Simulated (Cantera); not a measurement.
Feed: 1 mol SiH4, 20 mol N2O, 8.3 mol H2, equilibrated at 6.00 Pa.

These are equilibrium values from Cantera (NASA tables, ideal gas, pure condensed phases), not measurements of a reactor. Candidate condensed phases: H2O, Si, SiO2, Si2N2O, Si3N4; 35 gas species. The tables hold silica as quartz up to 1696 K and as liquid above; real silica turns to tridymite and cristobalite and melts near 1996 K. Rates play no part.

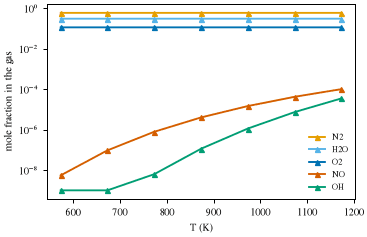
Fig. 1. Equilibrium gas composition (values under 1e-9 drawn at 1e-9)

Read off the mole fractions at 673 K.

N2 about 0.59, H2O about 0.30, O2 about 0.11, NO about 9.5e-8.
